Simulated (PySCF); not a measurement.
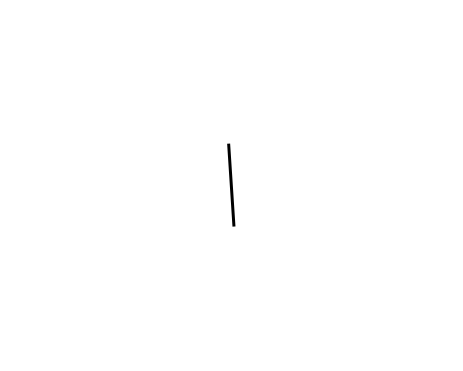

Computed geometry: GFN2-xTB optimisation. No frequency run is at hand to confirm it as a minimum. Method: CAM-B3LYP/def2-SVPD, gas phase (PySCF 2.14.0). Excitations: vertical, linear response.

Computed properties:

The species is C₂H₆ (`CC`).
- HOMO energy (Kohn–Sham orbital): −11.10 eV
- LUMO energy (Kohn–Sham orbital): 1.51 eV
- HOMO–LUMO gap: 12.61 eV
- mean static polarisability: 27.9 bohr³
- lowest vertical singlet excitation: 9.25 eV
- its oscillator strength: 0.000
- brightest of the 8 lowest singlets: 10.96 eV
- its oscillator strength: 0.26
